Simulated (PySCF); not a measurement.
Scan of CF2, singlet: map of symmetric stretch and bend. Scanned: C-F bond length and F-C-F angle.

Cartesian coordinates as functions of the variables (Å; names that start with a are angles):
```
C  0  0  0
F  r*sin(a/2)  0  r*cos(a/2)
F  -r*sin(a/2)  0  r*cos(a/2)
```

Method: CCSD on RHF/cc-pVDZ, 3 core orbitals frozen (PySCF).

Energy in kJ/mol above the lowest grid point; x is the C-F bond length (Å), y the F-C-F angle (°).

```
y \ x     1.10   1.17   1.24   1.30   1.36   1.43   1.50   1.56   1.62   1.69   1.76
------  ------  -----  -----  -----  -----  -----  -----  -----  -----  -----  -----
180     1120.9  871.5  745.4  703.3  582.4  538.4  525.7  534.8  558.3  599.4  650.9
171.36  1060.5  825.2      —      —  550.7  514.4  506.2  518.0  543.3  585.7  637.8
162.73   891.0  671.7  551.7  495.0  462.7  447.7  453.8  473.6  504.6  551.2  605.6
154.09   733.6  525.1  416.9  373.7  358.6  363.5  385.9  416.3  455.0  508.0  566.6
145.45   597.5  397.1  298.5  265.3  261.8  281.4  317.4  357.5  404.0  463.9  527.6
136.82   485.5  290.0  198.4  172.5  177.5  207.9  254.6  302.9  356.3  422.9  491.7
128.18   400.4  206.0  117.9   96.6  107.5  145.7  200.5  255.4  314.7  386.9  460.4
119.55   346.8  148.5   59.8   40.1   54.0   96.9  157.3  217.0  280.8  357.7  435.1
110.91   332.4  122.7   28.1    6.1   19.6   64.0  127.1  189.7  256.4  336.6  416.8
102.27   371.2  138.9   29.8    0.0    8.8   50.4  112.8  175.8  243.5  325.1  406.8
93.64    487.9  215.5   78.7   32.4   29.7   62.4  119.2  179.2  245.2  325.6  406.7
85       726.8  387.8  202.1  124.9   99.0  112.3  155.6  207.4  267.3  342.6  420.0
```

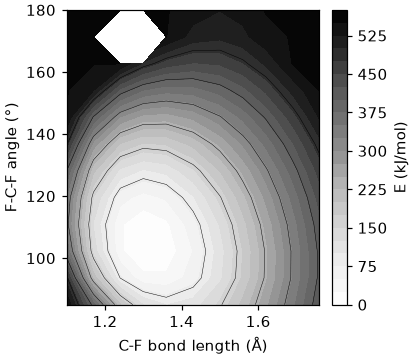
Fig. 1. Energy surface, cut off at 552 kJ/mol.

Points that lie below all their neighbours on the grid (none is named beside a point without a result): x = 1.30, y = 102.27 (0.0 kJ/mol).

Dashes: no converged value, or the column stops at the first point that the program doubted or that broke a chosen test of continuity, which isn't proof of a fault.
